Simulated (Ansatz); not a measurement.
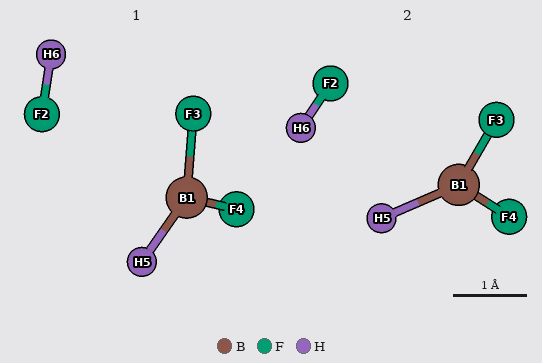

Two geometries of BH2F3, drawn at one scale. One is the start of a relaxation, the other its converged end. A ball-and-stick model, seen from a free direction.

All numbers below come from Ansatz 0.2.0, RHF/def2-SVP. Settings: no spin polarisation; force threshold 0.03 eV/Å; at most 50 steps.

Which geometry has the lower energy?

Structure 1 is the relaxed one. The run prepares an end point of a later path (reaction) calculation, from a guessed geometry. The energy falls by 4.71 kcal/mol in 18 accepted moves (23 points after the start). Largest force component: 0.42 eV/Å at the start, 0.018 eV/Å at the end. The line search rejected the trial steps at points 2, 9, 12, 14, 22 of the run. The forces were under the threshold at step 21, but the run went on from there. H6 moves most after the best rigid fit: 1.07 Å. By element the largest moves are H 1.07 Å, F 0.49 Å, B 0.18 Å. Among the contacts that change: B1–F3 1.302 → 1.313 Å, F2–H6 0.909 → 0.904 Å. The run took 19 s on 1 thread of Arm Neoverse V1, with other jobs on the host, peak memory 0.1 GiB.

Limits of the set-up: Hartree-Fock leaves out electron correlation.
